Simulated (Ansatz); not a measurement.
# TiN₂ (quintet): PBE, r2SCAN, PBE0, B3LYP, wB97M-V over vertical spin and charge gaps, def2-TZVPP

Aim: run TiN₂ (quintet) with these functionals over vertical spin and charge gaps, and hold them against the top wave-function level at the same points.

The runs use Ansatz 0.2.0, Gaussian basis; def2-TZVPP, all electrons in the functionals.

To be run: PBE, r2SCAN, PBE0, B3LYP, wB97M-V, at charge 0, quintet; charge 0, triplet; charge 0, septet; charge 1, quartet; charge 1, sextet.

10 further runs of the same task are left out: 5 for a known fault of the program, 5 set aside as unsound or not needed.

## (1) The system

The geometry is a PBE0/def2-TZVP stationary point (not a proven minimum).

3 atoms, charge 0, spin multiplicity 5.

Atoms are counted from 1 here; the program's logs count them from 0.

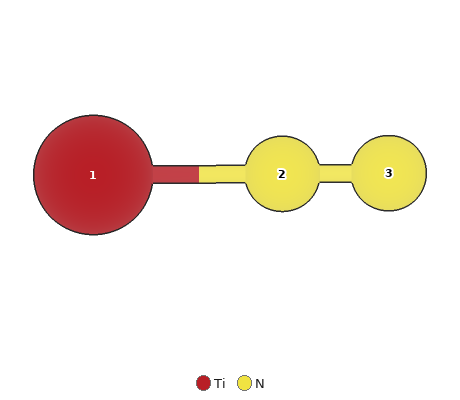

The geometry (titanium red, nitrogen yellow); atoms are numbered from 1 in the order of the file.

Coordinates:

```xyz
3
N2Ti
Ti    0.0000    0.0000    1.7003
N     0.0000    0.0000   -0.2903
N     0.0000    0.0000   -1.4100
```

No dispersion term is added; wB97M-V holds VV10 nonlocal correlation. B3LYP takes the VWN-RPA correlation.

The geometry shown and the zero of energy belong to the point charge 0, quintet. The yardstick, UCCSD(T), and other wave-function levels (R restricted, U unrestricted, valence and pair active spaces) come from earlier runs.

## (2) PBE, charge 0, quintet

Input file in.yaml:

```yaml
crystal:
  periodic: [false, false, false]
  atoms:
    - {symbol: Ti, position_ang: [0.000000, 0.000000, 1.700283]}
    - {symbol: N, position_ang: [0.000000, 0.000000, -0.290276]}
    - {symbol: N, position_ang: [0.000000, 0.000000, -1.410007]}
basis:
  gaussian: {orbitals: def2-TZVPP}
magnetization: {spin_polarized: true, initial_magnetization: 4}
hamiltonian: {xc: {name: PBE}}
output: {orbitals: {seedname: orbitals}}
```

Run with:

```bash
> ansatz run in.yaml --threads 2 --pin off --events-out ev --progress --plain --max-ram 24576MiB --backend cuda --devices 0, --max-vram 18GiB
```

The program printed:

```text
Functional definition: PBE
  name "PBE"
  cite "Perdew, Burke & Ernzerhof, Phys. Rev. Lett. 77, 3865 (1996) doi:10.1103/PhysRevLett.77.3865"
  parent pbe
  parameter kappa = 0.804
  parameter beta = 0.06672455060314922
  exchange = pbe_x(kappa = kappa, mu = beta*pi^2/3)
  correlation = pbe_c(beta = beta)
742 factors; their error is unknown
mean field evaluation 1: about -26074.3699 eV, gradient 4.8e1 eV
mean field evaluation 2: about -26024.6908 eV, gradient 1.0e2 eV
mean field evaluation 4: about -26070.7301 eV, gradient 5.0e1 eV
mean field evaluation 8: about -26085.1382 eV, gradient 1.2e0 eV
mean field evaluation 16: about -26085.1392 eV, gradient 1.3e-3 eV
mean field evaluation 32: about -26085.1390 eV, gradient 8.0e-2 eV
mean field evaluation 64: about -26084.3600 eV, gradient 1.2e0 eV
mean field evaluation 96: about -26082.6253 eV, gradient 8.5e0 eV
mean field evaluation 128: about -26083.7790 eV, gradient 4.6e-1 eV
mean field -26085.13922886 eV, -958.6111855183 hartree, gradient 2.9e-5 eV, S^2 6.004207; 11 other end points of the search recorded, 0 dependent functions left out
reference -26085.13927151 eV, -958.6111870855 hartree; 20, 16 occupied and 106, 110 virtual orbitals, 742 factors
Total energy: -26085.13927151 eV, -958.6111870855 hartree
```

It took 22 s on 1 × H100 (card shared with other runs) with 2 threads of AMD EPYC 7R13, shared host; peak host memory 0.81 GiB.

From the report: ⟨S²⟩ of the determinant 6.004 (pure quintet: 6.00).

## (3) PBE, charge 0, triplet

Edit in.yaml of step 2 so:

```diff
@@ -8,3 +8,3 @@
   gaussian: {orbitals: def2-TZVPP}
-magnetization: {spin_polarized: true, initial_magnetization: 4}
+magnetization: {spin_polarized: true, initial_magnetization: 2}
 hamiltonian: {xc: {name: PBE}}
```

Same command.

The program printed, cut to the lines that bear on the results:

```text
Functional definition: PBE
  name "PBE"
  cite "Perdew, Burke & Ernzerhof, Phys. Rev. Lett. 77, 3865 (1996) doi:10.1103/PhysRevLett.77.3865"
  parent pbe
[...]
742 factors; their error is unknown
[...]
mean field -26084.62722203 eV, -958.5923696141 hartree, gradient 4.9e-6 eV, S^2 2.826669; 22 other end points of the search recorded, 0 dependent functions left out
reference -26084.62725884 eV, -958.5923709668 hartree; 19, 17 occupied and 107, 109 virtual orbitals, 742 factors
Total energy: -26084.62725884 eV, -958.5923709668 hartree
```

Run time: 35 s. Hardware: 1 × H100 (card shared with other runs) with 2 threads of AMD EPYC 7R13, shared host; peak host memory 0.8 GiB.

From the report: ⟨S²⟩ of the determinant 2.827 (pure triplet: 2.00). The determinant is far from a pure spin state, so its energy mixes those of several spin states (harmless only where they are near-degenerate, as at dissociation).

From charge 0, quintet: +49.4 kJ/mol.

## (4) PBE, charge 0, septet

Edit in.yaml of step 3 so:

```diff
@@ -8,3 +8,3 @@
   gaussian: {orbitals: def2-TZVPP}
-magnetization: {spin_polarized: true, initial_magnetization: 2}
+magnetization: {spin_polarized: true, initial_magnetization: 6}
 hamiltonian: {xc: {name: PBE}}
```

Launched as before.

The program printed, cut to the lines that bear on the results:

```text
Functional definition: PBE
  name "PBE"
  cite "Perdew, Burke & Ernzerhof, Phys. Rev. Lett. 77, 3865 (1996) doi:10.1103/PhysRevLett.77.3865"
  parent pbe
[...]
742 factors; their error is unknown
[...]
mean field -26077.89601518 eV, -958.3450023250 hartree, gradient 7.7e-6 eV, S^2 12.006592; 15 other end points of the search recorded, 0 dependent functions left out
reference -26077.89605865 eV, -958.3450039224 hartree; 21, 15 occupied and 105, 111 virtual orbitals, 742 factors
Total energy: -26077.89605865 eV, -958.3450039224 hartree
```

Run time: 8 s. Hardware: 1 × H100 (card shared with other runs) with 2 threads of AMD EPYC 7R13, shared host; peak host memory 0.81 GiB.

From the report: ⟨S²⟩ of the determinant 12.007 (pure septet: 12.00).

From charge 0, quintet: +698.9 kJ/mol.

## (5) PBE, charge 1, quartet

Edit in.yaml of step 4 so:

```diff
@@ -8,3 +8,4 @@
   gaussian: {orbitals: def2-TZVPP}
-magnetization: {spin_polarized: true, initial_magnetization: 6}
+total_charge: 1
+magnetization: {spin_polarized: true, initial_magnetization: 3}
 hamiltonian: {xc: {name: PBE}}
```

Same command.

The program printed, cut to the lines that bear on the results:

```text
Functional definition: PBE
  name "PBE"
  cite "Perdew, Burke & Ernzerhof, Phys. Rev. Lett. 77, 3865 (1996) doi:10.1103/PhysRevLett.77.3865"
  parent pbe
[...]
742 factors; their error is unknown
[...]
mean field -26078.63769511 eV, -958.3722585600 hartree, gradient 2.1e-6 eV, S^2 3.754326; 8 other end points of the search recorded, 0 dependent functions left out
reference -26078.63774514 eV, -958.3722603983 hartree; 19, 16 occupied and 107, 110 virtual orbitals, 742 factors
Total energy: -26078.63774514 eV, -958.3722603983 hartree
```

It took 9 s on 1 × H100 (card shared with other runs) with 2 threads of AMD EPYC 7R13, shared host; peak host memory 0.8 GiB.

From the report: ⟨S²⟩ of the determinant 3.754 (pure quartet: 3.75).

From charge 0, quintet: +627.3 kJ/mol.

## (6) PBE, charge 1, sextet

Edit in.yaml of step 5 so:

```diff
@@ -9,3 +9,3 @@
 total_charge: 1
-magnetization: {spin_polarized: true, initial_magnetization: 3}
+magnetization: {spin_polarized: true, initial_magnetization: 5}
 hamiltonian: {xc: {name: PBE}}
```

Launched as before.

The program printed, cut to the lines that bear on the results:

```text
Functional definition: PBE
  name "PBE"
  cite "Perdew, Burke & Ernzerhof, Phys. Rev. Lett. 77, 3865 (1996) doi:10.1103/PhysRevLett.77.3865"
  parent pbe
[...]
742 factors; their error is unknown
[...]
mean field -26072.29176738 eV, -958.1390500172 hartree, gradient 1.4e-5 eV, S^2 8.759964; 8 other end points of the search recorded, 0 dependent functions left out
reference -26072.29181750 eV, -958.1390518589 hartree; 20, 15 occupied and 106, 111 virtual orbitals, 742 factors
Total energy: -26072.29181750 eV, -958.1390518589 hartree
```

Run time: 16 s. Hardware: 1 × H100 (card shared with other runs) with 2 threads of AMD EPYC 7R13, shared host; peak host memory 0.8 GiB.

From the report: ⟨S²⟩ of the determinant 8.760 (pure sextet: 8.75).

From charge 0, quintet: +1239.6 kJ/mol.

## (7) r2SCAN, charge 0, quintet

Input file in.yaml:

```yaml
crystal:
  periodic: [false, false, false]
  atoms:
    - {symbol: Ti, position_ang: [0.000000, 0.000000, 1.700283]}
    - {symbol: N, position_ang: [0.000000, 0.000000, -0.290276]}
    - {symbol: N, position_ang: [0.000000, 0.000000, -1.410007]}
basis:
  gaussian: {orbitals: def2-TZVPP}
magnetization: {spin_polarized: true, initial_magnetization: 4}
hamiltonian: {xc: {name: r2SCAN}}
output: {forces: true}
```

Launched as before.

The program printed, cut to the lines that bear on the results:

```text
Functional definition: r2SCAN
  name "r2SCAN"
  cite "Furness, Kaplan, Ning, Perdew & Sun, J. Phys. Chem. Lett. 11, 8208 (2020) doi:10.1021/acs.jpclett.0c02405"
  cite "Furness, Kaplan, Ning, Perdew & Sun, J. Phys. Chem. Lett. 11, 9248 (2020) doi:10.1021/acs.jpclett.0c03077"
  parent r2scan
[...]
742 factors; their error is unknown
[...]
mean field -26092.10490237 eV, -958.8671692982 hartree, gradient 1.3e-5 eV, S^2 6.010260; 13 other end points of the search recorded, 0 dependent functions left out
[...]
reference -26092.10492244 eV, -958.8671700357 hartree; 20, 16 occupied and 106, 110 virtual orbitals, 742 factors
Total energy: -26092.10492244 eV, -958.8671700357 hartree
Atom 0 at     0.000000     0.000000     1.700283 Å, force     0.000000     0.000000    -0.025188 eV/Å
Atom 1 at     0.000000     0.000000    -0.290276 Å, force    -0.000000    -0.000000     1.221126 eV/Å
Atom 2 at     0.000000     0.000000    -1.410007 Å, force     0.000000     0.000000    -1.195938 eV/Å
Dipole moment:    -0.000000    -0.000000     0.440739 e Å
```

It took 15 s on 1 × H100 (card shared with other runs) with 2 threads of AMD EPYC 7R13, shared host; peak host memory 0.82 GiB.

From the report: ⟨S²⟩ of the determinant 6.010 (pure quintet: 6.00).

## (8) r2SCAN, charge 0, triplet

Edit in.yaml of step 7 so:

```diff
@@ -8,4 +8,3 @@
   gaussian: {orbitals: def2-TZVPP}
-magnetization: {spin_polarized: true, initial_magnetization: 4}
+magnetization: {spin_polarized: true, initial_magnetization: 2}
 hamiltonian: {xc: {name: r2SCAN}}
-output: {forces: true}
```

Launched as before.

The program printed, cut to the lines that bear on the results:

```text
Functional definition: r2SCAN
  name "r2SCAN"
  cite "Furness, Kaplan, Ning, Perdew & Sun, J. Phys. Chem. Lett. 11, 8208 (2020) doi:10.1021/acs.jpclett.0c02405"
  cite "Furness, Kaplan, Ning, Perdew & Sun, J. Phys. Chem. Lett. 11, 9248 (2020) doi:10.1021/acs.jpclett.0c03077"
  parent r2scan
[...]
742 factors; their error is unknown
[...]
mean field -26091.40092250 eV, -958.8412985152 hartree, gradient 8.1e-6 eV, S^2 2.924341; 25 other end points of the search recorded, 0 dependent functions left out
reference -26091.40094897 eV, -958.8412994881 hartree; 19, 17 occupied and 107, 109 virtual orbitals, 742 factors
Total energy: -26091.40094897 eV, -958.8412994881 hartree
```

Run time: 41 s. Hardware: 1 × H100 (card shared with other runs) with 2 threads of AMD EPYC 7R13, shared host; peak host memory 0.84 GiB.

From the report: ⟨S²⟩ of the determinant 2.924 (pure triplet: 2.00). The determinant is far from a pure spin state, so its energy mixes those of several spin states (harmless only where they are near-degenerate, as at dissociation).

From charge 0, quintet: +67.9 kJ/mol.

## (9) r2SCAN, charge 0, septet

Edit in.yaml of step 8 so:

```diff
@@ -8,3 +8,3 @@
   gaussian: {orbitals: def2-TZVPP}
-magnetization: {spin_polarized: true, initial_magnetization: 2}
+magnetization: {spin_polarized: true, initial_magnetization: 6}
 hamiltonian: {xc: {name: r2SCAN}}
```

Same command.

The program printed, cut to the lines that bear on the results:

```text
Functional definition: r2SCAN
  name "r2SCAN"
  cite "Furness, Kaplan, Ning, Perdew & Sun, J. Phys. Chem. Lett. 11, 8208 (2020) doi:10.1021/acs.jpclett.0c02405"
  cite "Furness, Kaplan, Ning, Perdew & Sun, J. Phys. Chem. Lett. 11, 9248 (2020) doi:10.1021/acs.jpclett.0c03077"
  parent r2scan
[...]
742 factors; their error is unknown
[...]
mean field -26084.81906891 eV, -958.5994198569 hartree, gradient 2.4e-6 eV, S^2 12.013691; 13 other end points of the search recorded, 0 dependent functions left out
reference -26084.81908847 eV, -958.5994205760 hartree; 21, 15 occupied and 105, 111 virtual orbitals, 742 factors
Total energy: -26084.81908847 eV, -958.5994205760 hartree
```

It took 12 s on 1 × H100 (card shared with other runs) with 2 threads of AMD EPYC 7R13, shared host; peak host memory 0.83 GiB.

From the report: ⟨S²⟩ of the determinant 12.014 (pure septet: 12.00).

From charge 0, quintet: +703.0 kJ/mol.

## (10) r2SCAN, charge 1, quartet

Edit in.yaml of step 9 so:

```diff
@@ -8,3 +8,5 @@
   gaussian: {orbitals: def2-TZVPP}
-magnetization: {spin_polarized: true, initial_magnetization: 6}
+total_charge: 1
+magnetization: {spin_polarized: true, initial_magnetization: 3}
 hamiltonian: {xc: {name: r2SCAN}}
+output: {forces: true}
```

The command is unchanged.

The program printed, cut to the lines that bear on the results:

```text
Functional definition: r2SCAN
  name "r2SCAN"
  cite "Furness, Kaplan, Ning, Perdew & Sun, J. Phys. Chem. Lett. 11, 8208 (2020) doi:10.1021/acs.jpclett.0c02405"
  cite "Furness, Kaplan, Ning, Perdew & Sun, J. Phys. Chem. Lett. 11, 9248 (2020) doi:10.1021/acs.jpclett.0c03077"
  parent r2scan
[...]
742 factors; their error is unknown
[...]
mean field -26085.70376886 eV, -958.6319319805 hartree, gradient 8.0e-6 eV, S^2 3.760881; 10 other end points of the search recorded, 0 dependent functions left out
[...]
reference -26085.70378770 eV, -958.6319326729 hartree; 19, 16 occupied and 107, 110 virtual orbitals, 742 factors
Total energy: -26085.70378770 eV, -958.6319326729 hartree
Atom 0 at     0.000000     0.000000     1.700283 Å, force     0.000000     0.000000     0.454180 eV/Å
Atom 1 at     0.000000     0.000000    -0.290276 Å, force     0.000000    -0.000000    -1.113102 eV/Å
Atom 2 at     0.000000     0.000000    -1.410007 Å, force    -0.000000     0.000000     0.658922 eV/Å
Dipole moment:    -0.000000     0.000000     1.247404 e Å
```

Run time: 12 s. Hardware: 1 × H100 (card shared with other runs) with 2 threads of AMD EPYC 7R13, shared host; peak host memory 0.84 GiB.

From the report: ⟨S²⟩ of the determinant 3.761 (pure quartet: 3.75).

From charge 0, quintet: +617.6 kJ/mol.

## (11) r2SCAN, charge 1, sextet

Edit in.yaml of step 10 so:

```diff
@@ -9,4 +9,3 @@
 total_charge: 1
-magnetization: {spin_polarized: true, initial_magnetization: 3}
+magnetization: {spin_polarized: true, initial_magnetization: 5}
 hamiltonian: {xc: {name: r2SCAN}}
-output: {forces: true}
```

The command is unchanged.

The program printed, cut to the lines that bear on the results:

```text
Functional definition: r2SCAN
  name "r2SCAN"
  cite "Furness, Kaplan, Ning, Perdew & Sun, J. Phys. Chem. Lett. 11, 8208 (2020) doi:10.1021/acs.jpclett.0c02405"
  cite "Furness, Kaplan, Ning, Perdew & Sun, J. Phys. Chem. Lett. 11, 9248 (2020) doi:10.1021/acs.jpclett.0c03077"
  parent r2scan
[...]
742 factors; their error is unknown
[...]
mean field -26079.26514094 eV, -958.3953167689 hartree, gradient 3.1e-6 eV, S^2 8.772304; 15 other end points of the search recorded, 0 dependent functions left out
reference -26079.26516050 eV, -958.3953174874 hartree; 20, 15 occupied and 106, 111 virtual orbitals, 742 factors
Total energy: -26079.26516050 eV, -958.3953174874 hartree
```

Wall time 21 s (1 × H100 (card shared with other runs) with 2 threads of AMD EPYC 7R13, shared host); peak host memory 0.85 GiB.

From the report: ⟨S²⟩ of the determinant 8.772 (pure sextet: 8.75).

From charge 0, quintet: +1238.8 kJ/mol.

## (12) PBE0, charge 0, quintet

Edit in.yaml of step 11 so:

```diff
@@ -8,4 +8,4 @@
   gaussian: {orbitals: def2-TZVPP}
-total_charge: 1
-magnetization: {spin_polarized: true, initial_magnetization: 5}
-hamiltonian: {xc: {name: r2SCAN}}
+magnetization: {spin_polarized: true, initial_magnetization: 4}
+hamiltonian: {xc: {name: PBE0}}
+output: {forces: true, orbitals: {seedname: orbitals}}
```

Launched as before.

The program printed, cut to the lines that bear on the results:

```text
Functional definition: PBE0
  name "PBE0"
  cite "Adamo & Barone, J. Chem. Phys. 110, 6158 (1999) doi:10.1063/1.478522"
  cite "Perdew, Burke & Ernzerhof, Phys. Rev. Lett. 77, 3865 (1996) doi:10.1103/PhysRevLett.77.3865"
  parent pbe
[...]
822 factors; their error is unknown
[...]
mean field -26085.40270135 eV, -958.6208679536 hartree, gradient 1.7e-5 eV, S^2 6.012266; 3 other end points of the search recorded, 0 dependent functions left out
[...]
reference -26085.40273399 eV, -958.6208691532 hartree; 20, 16 occupied and 106, 110 virtual orbitals, 822 factors
Total energy: -26085.40273399 eV, -958.6208691532 hartree
Atom 0 at     0.000000     0.000000     1.700283 Å, force     0.000000     0.000000     0.009992 eV/Å
Atom 1 at     0.000000     0.000000    -0.290276 Å, force    -0.000000    -0.000000     0.009657 eV/Å
Atom 2 at     0.000000     0.000000    -1.410007 Å, force     0.000000     0.000000    -0.019649 eV/Å
Dipole moment:    -0.000000     0.000000     0.367126 e Å
```

It took 5.5 s on 1 × H100 (card shared with other runs) with 2 threads of AMD EPYC 7R13, shared host; peak host memory 0.8 GiB.

From the report: ⟨S²⟩ of the determinant 6.012 (pure quintet: 6.00).

## (13) PBE0, charge 0, triplet

Edit in.yaml of step 12 so:

```diff
@@ -8,4 +8,4 @@
   gaussian: {orbitals: def2-TZVPP}
-magnetization: {spin_polarized: true, initial_magnetization: 4}
+magnetization: {spin_polarized: true, initial_magnetization: 2}
 hamiltonian: {xc: {name: PBE0}}
-output: {forces: true, orbitals: {seedname: orbitals}}
+output: {orbitals: {seedname: orbitals}}
```

Launched as before.

The program printed, cut to the lines that bear on the results:

```text
Functional definition: PBE0
  name "PBE0"
  cite "Adamo & Barone, J. Chem. Phys. 110, 6158 (1999) doi:10.1063/1.478522"
  cite "Perdew, Burke & Ernzerhof, Phys. Rev. Lett. 77, 3865 (1996) doi:10.1103/PhysRevLett.77.3865"
  parent pbe
[...]
822 factors; their error is unknown
[...]
mean field -26084.80777620 eV, -958.5990048577 hartree, gradient 2.2e-6 eV, S^2 3.013671; 19 other end points of the search recorded, 0 dependent functions left out
reference -26084.80780952 eV, -958.5990060820 hartree; 19, 17 occupied and 107, 109 virtual orbitals, 822 factors
Total energy: -26084.80780952 eV, -958.5990060820 hartree
```

Wall time 24 s (1 × H100 (card shared with other runs) with 2 threads of AMD EPYC 7R13, shared host); peak host memory 0.81 GiB.

From the report: ⟨S²⟩ of the determinant 3.014 (pure triplet: 2.00). The determinant is far from a pure spin state, so its energy mixes those of several spin states (harmless only where they are near-degenerate, as at dissociation).

From charge 0, quintet: +57.4 kJ/mol.

## (14) PBE0, charge 0, septet

Edit in.yaml of step 13 so:

```diff
@@ -8,3 +8,3 @@
   gaussian: {orbitals: def2-TZVPP}
-magnetization: {spin_polarized: true, initial_magnetization: 2}
+magnetization: {spin_polarized: true, initial_magnetization: 6}
 hamiltonian: {xc: {name: PBE0}}
```

The command is unchanged.

The program printed:

```text
Functional definition: PBE0
  name "PBE0"
  cite "Adamo & Barone, J. Chem. Phys. 110, 6158 (1999) doi:10.1063/1.478522"
  cite "Perdew, Burke & Ernzerhof, Phys. Rev. Lett. 77, 3865 (1996) doi:10.1103/PhysRevLett.77.3865"
  parent pbe
  parameter a = 0.25
  parameter kappa = 0.804
  parameter beta = 0.06672455060314922
  exchange = (1 - a)*pbe_x(kappa = kappa, mu = beta*pi^2/3) + a*exact_x
  correlation = pbe_c(beta = beta)
822 factors; their error is unknown
mean field evaluation 1: about -26071.8594 eV, gradient 4.0e1 eV
mean field evaluation 2: about -26034.8889 eV, gradient 8.7e1 eV
mean field evaluation 4: about -26076.7609 eV, gradient 1.5e1 eV
mean field evaluation 8: about -26077.8863 eV, gradient 6.9e-1 eV
mean field evaluation 16: about -26078.0406 eV, gradient 1.2e-3 eV
mean field evaluation 32: about -26078.0807 eV, gradient 2.3e-5 eV
mean field -26078.08071954 eV, -958.3517900849 hartree, gradient 7.8e-6 eV, S^2 12.013613; 6 other end points of the search recorded, 0 dependent functions left out
reference -26078.08075238 eV, -958.3517912919 hartree; 21, 15 occupied and 105, 111 virtual orbitals, 822 factors
Total energy: -26078.08075238 eV, -958.3517912919 hartree
```

It took 4 s on 1 × H100 (card shared with other runs) with 2 threads of AMD EPYC 7R13, shared host; peak host memory 0.82 GiB.

From the report: ⟨S²⟩ of the determinant 12.014 (pure septet: 12.00).

From charge 0, quintet: +706.5 kJ/mol.

## (15) PBE0, charge 1, quartet

Edit in.yaml of step 14 so:

```diff
@@ -8,4 +8,5 @@
   gaussian: {orbitals: def2-TZVPP}
-magnetization: {spin_polarized: true, initial_magnetization: 6}
+total_charge: 1
+magnetization: {spin_polarized: true, initial_magnetization: 3}
 hamiltonian: {xc: {name: PBE0}}
-output: {orbitals: {seedname: orbitals}}
+output: {forces: true, orbitals: {seedname: orbitals}}
```

Same command.

The program printed, cut to the lines that bear on the results:

```text
Functional definition: PBE0
  name "PBE0"
  cite "Adamo & Barone, J. Chem. Phys. 110, 6158 (1999) doi:10.1063/1.478522"
  cite "Perdew, Burke & Ernzerhof, Phys. Rev. Lett. 77, 3865 (1996) doi:10.1103/PhysRevLett.77.3865"
  parent pbe
[...]
822 factors; their error is unknown
[...]
mean field -26079.22898225 eV, -958.3939879613 hartree, gradient 6.9e-6 eV, S^2 3.760778; 2 other end points of the search recorded, 0 dependent functions left out
[...]
reference -26079.22902033 eV, -958.3939893608 hartree; 19, 16 occupied and 107, 110 virtual orbitals, 822 factors
Total energy: -26079.22902033 eV, -958.3939893608 hartree
Atom 0 at     0.000000     0.000000     1.700283 Å, force     0.000000     0.000000     0.690789 eV/Å
Atom 1 at     0.000000     0.000000    -0.290276 Å, force    -0.000000    -0.000000    -2.644685 eV/Å
Atom 2 at     0.000000     0.000000    -1.410007 Å, force     0.000000     0.000000     1.953896 eV/Å
Dipole moment:    -0.000000     0.000000     1.160931 e Å
```

Run time: 5.5 s. Hardware: 1 × H100 (card shared with other runs) with 2 threads of AMD EPYC 7R13, shared host; peak host memory 0.81 GiB.

From the report: ⟨S²⟩ of the determinant 3.761 (pure quartet: 3.75).

From charge 0, quintet: +595.7 kJ/mol.

(Part 1 of 2 ends here.)
